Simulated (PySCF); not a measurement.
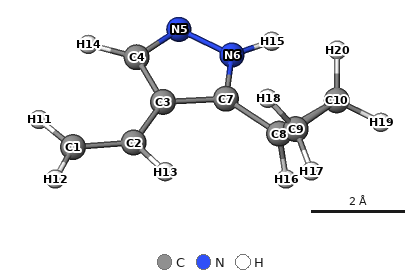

**Figure 1.** The input geometry (ball-and-stick view, seen at a tilt; atoms are numbered from 1 in the order of the input). Bond lengths as drawn: C–C 1.34 to 1.51 Å, C–H 1.09 to 1.10 Å, C–N 1.32 to 1.36 Å, H–N 1.01 Å and N–N 1.33 Å.

## C8H10N2: NMR shielding calculation

- system: C8H10N2
- method: GIAO wB97X-D/pcSseg-1 NMR shielding, non-relativistic, gas phase (PySCF 2.14.0)

The geometry comes from this level: PBE0-D3(BJ)/def2-SVP. Figures and captions count atoms from 1; the log counts them from 0 in places.

Output:
```
coarse grid: 17016 points
cycle   1  E = -419.9975908688  dE =  2.247e+00  |g| = 4.031e-01  |ddm| = 4.324e+00
cycle   2  E = -420.0147603943  dE = -1.717e-02  |g| = 3.825e-01  |ddm| = 9.491e-01
cycle   3  E = -420.0448590171  dE = -3.010e-02  |g| = 7.521e-02  |ddm| = 3.793e-01
cycle   4  E = -420.0461347708  dE = -1.276e-03  |g| = 2.508e-02  |ddm| = 1.071e-01
cycle   5  E = -420.0462973436  dE = -1.626e-04  |g| = 6.538e-03  |ddm| = 3.662e-02
cycle   6  E = -420.0463105586  dE = -1.321e-05  |g| = 2.862e-03  |ddm| = 1.216e-02
cycle   7  E = -420.0463128357  dE = -2.277e-06  |g| = 1.072e-03  |ddm| = 4.053e-03
final grid: 165368 points
cycle   8  E = -420.1081021001  dE = -2.730e-04  |g| = 6.654e-03  |ddm| = 7.041e-02
cycle   9  E = -420.1081030141  dE = -9.139e-07  |g| = 7.057e-03  |ddm| = 1.446e-02
cycle  10  E = -420.1081130182  dE = -1.000e-05  |g| = 1.006e-03  |ddm| = 5.640e-03
cycle  11  E = -420.1081132543  dE = -2.361e-07  |g| = 4.601e-04  |ddm| = 1.753e-03
cycle  12  E = -420.1081133093  dE = -5.506e-08  |g| = 1.232e-04  |ddm| = 6.866e-04
cycle  13  E = -420.1081133132  dE = -3.848e-09  |g| = 4.362e-05  |ddm| = 1.899e-04
cycle  14  E = -420.1081133140  dE = -8.209e-10  |g| = 1.710e-05  |ddm| = 9.535e-05
```

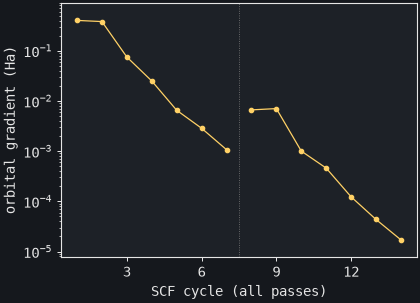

**Figure 2.** Convergence of the self-consistent field: orbital gradient against the SCF cycle. The dotted line marks the change from a coarse to the final integration grid. The first 7 cycles use a coarse grid, the final grid takes over at cycle 8, and the field converges after 14 cycles in all.

```
converged SCF energy = -420.1081133140

GIAO shielding tensors (ppm)
atom      isotropic    diamagn.    paramagn.     s11        s22        s33       span
  0 C       67.565     253.686    -186.121    -44.651     83.069    164.276    208.926
  1 C       49.540     251.227    -201.687    -75.721     61.327    163.014    238.735
  2 C       60.172     261.873    -201.701     -0.954     35.023    146.447    147.401
  3 C       42.656     247.615    -204.959    -44.732     42.137    130.563    175.295
  4 N      -71.339     324.747    -396.086   -314.964    -84.341    185.288    500.251
  5 N       40.224     331.188    -290.964    -70.449     79.103    112.020    182.469
  6 C       38.754     252.382    -213.629    -24.015     14.652    125.625    149.640
  7 C      179.036     248.810     -69.774    154.426    159.887    222.794     68.368
  8 C      176.426     252.076     -75.650    146.050    172.788    210.440     64.391
  9 C      179.574     256.900     -77.326    151.225    174.299    213.197     61.972
 10 H       25.586      30.931      -5.346     23.229     23.426     30.102      6.873
 11 H       26.022      28.355      -2.333     23.485     24.455     30.125      6.640
 12 H       24.561      33.573      -9.011     20.768     21.911     31.006     10.238
 13 H       23.667      30.628      -6.960     20.403     24.379     26.220      5.817
 14 H       22.643      35.232     -12.589     16.694     24.493     26.741     10.047
 15 H       29.817      31.054      -1.237     23.419     26.375     39.655     16.236
 16 H       30.429      30.313       0.116     25.029     26.059     40.198     15.169
 17 H       30.841      31.974      -1.133     25.961     28.156     38.406     12.445
 18 H       30.635      30.223       0.412     24.843     26.277     40.785     15.942
 19 H       30.828      32.627      -1.799     25.223     28.324     38.936     13.713
```

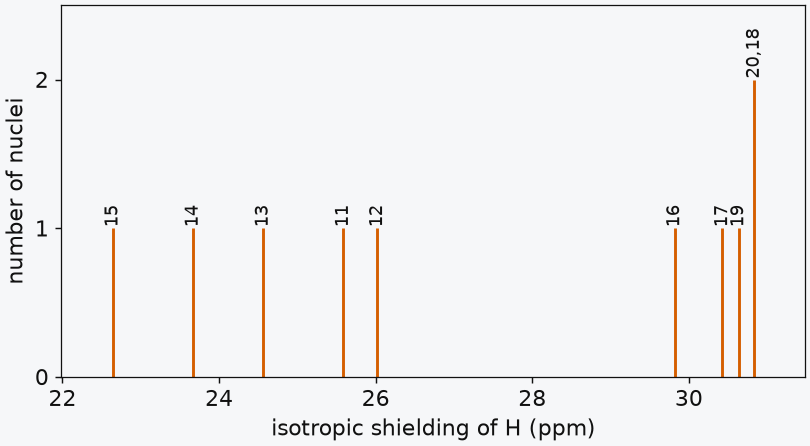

**Figure 3.** Isotropic shieldings of the hydrogen nuclei in this fixed geometry, labelled by atom number; shielding grows to the right, so chemical shift grows to the left. The least shielded is H15 (22.6 ppm), the most shielded H18 (30.8 ppm).

The run was set up as follows.

Input:
```
{"job": {"kind": "nmr", "xc": "wB97X-D", "basis": "pcSseg-1", "pop": false}, "charge": 0, "multiplicity": 1}
C      3.028024    -1.022171    -0.575811
C      1.719618    -0.865838    -0.333805
C      1.086572     0.301503     0.257253
C      1.654281     1.538686     0.669346
N      0.744380     2.358549     1.166108
N     -0.398377     1.682005     1.087303
C     -0.270377     0.444518     0.549767
C     -1.410933    -0.480754     0.395145
C     -1.825472    -0.946952    -0.974017
C     -2.700764     0.000513    -0.216592
H      3.760948    -0.247805    -0.332225
H      3.409889    -1.939649    -1.028457
H      1.037348    -1.682271    -0.595752
H      2.695080     1.855701     0.613162
H     -1.257355     2.105487     1.413596
H     -1.511634    -1.220401     1.198647
H     -2.150202    -1.984269    -1.083617
H     -1.264889    -0.552103    -1.824954
H     -3.634334    -0.377321     0.206649
H     -2.749307     1.035758    -0.565239
```

The first line tells a small driver script what to run in PySCF; the rest is the geometry in Å.

Command:
```bash
OMP_NUM_THREADS=1 python <driver script> task.json out
```

Summary:

| quantity | value |
| --- | --- |
| outcome | converged |
| total energy | −420.108113 hartree |
| HOMO | −8.02 eV |
| LUMO | 1.36 eV |
| dipole moment | 2.98 D |
| isotropic shielding, C | 38.8 to 179.6 ppm |
| isotropic shielding, N | −71.3 to 40.2 ppm |
| isotropic shielding, H | 22.6 to 30.8 ppm |
| hardware | 1 CPU thread, shared host |
| wall time | 47 s |
| peak memory | 1.1 GiB |
